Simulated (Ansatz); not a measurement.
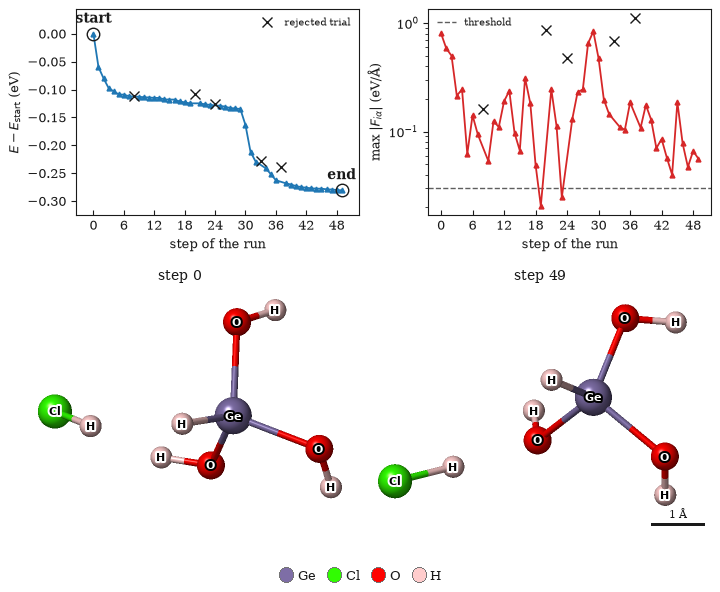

First and last geometry of a relaxation of GeH5O3Cl, with the history of the run. The picture is a ball-and-stick view, seen face on.

The run prepares an end point of a later path (reaction) calculation, from a guessed geometry.

Theory: Ansatz 0.2.0, RKS BLYP/def2-SVP. (no spin polarisation; force threshold 0.03 eV/Å; at most 50 steps)

Did the run converge, and what did it change?

Answer. The relaxation stopped without meeting its thresholds, so the last structure isn't shown to be converged. It used up its limit of 50 steps. The atom that moves furthest after the best rigid fit is the Cl atom (1.59 Å). By element the largest moves are Cl 1.59 Å, H 1.28 Å, O 0.87 Å, Ge 0.37 Å. Near-neighbour distances that change, for instance: Cl–Ge 3.432 → 4.087 Å, Ge–O 1.795 → 1.827 Å, Ge–H 1.552 → 1.537 Å, Cl–H 1.343 → 1.330 Å. Among the angles between lasting bonds that change: O–Ge–O 114.6° → 105.7°, O–Ge–H 103.3° → 110.9°, O–Ge–H 115.9° → 111.3°. Groups turn about Ge–O by about 65°, Ge–O by about 40°. The energy falls by 0.281 eV in 44 accepted moves (49 points after the start). Largest force component: 0.8 eV/Å at the start, 0.056 eV/Å at the end. The line search rejected the trial steps at points 8, 20, 24, 33, 37 of the run. The forces were under the threshold at step 19, but the run went on from there. Cost: 66 s on 4 threads of Arm Neoverse V1, with other jobs on the host, peak memory 0.17 GiB.

```tsv
step	E − E(0), eV	largest force component, eV/Å	note
0	0.0000	0.8047	
1	-0.0597	0.5841	
2	-0.0799	0.5001	
3	-0.0972	0.2144	
4	-0.1031	0.2444	
5	-0.1087	0.0620	
6	-0.1091	0.1411	
7	-0.1118	0.0941	
8	-0.1116	0.1599	rejected
9	-0.1130	0.0536	
10	-0.1136	0.1249	
12	-0.1149	0.1898	
14	-0.1176	0.0970	
16	-0.1179	0.3116	
18	-0.1228	0.0494	
20	-0.1073	0.8675	rejected
22	-0.1263	0.1118	
24	-0.1263	0.4788	rejected
26	-0.1306	0.2303	
28	-0.1336	0.6508	
31	-0.2115	0.1971	
33	-0.2285	0.6796	rejected
35	-0.2515	0.1035	
37	-0.2395	1.1111	rejected
39	-0.2702	0.1756	
41	-0.2748	0.0703	
43	-0.2769	0.0572	
45	-0.2776	0.1867	
47	-0.2791	0.0471	
49	-0.2805	0.0562
```
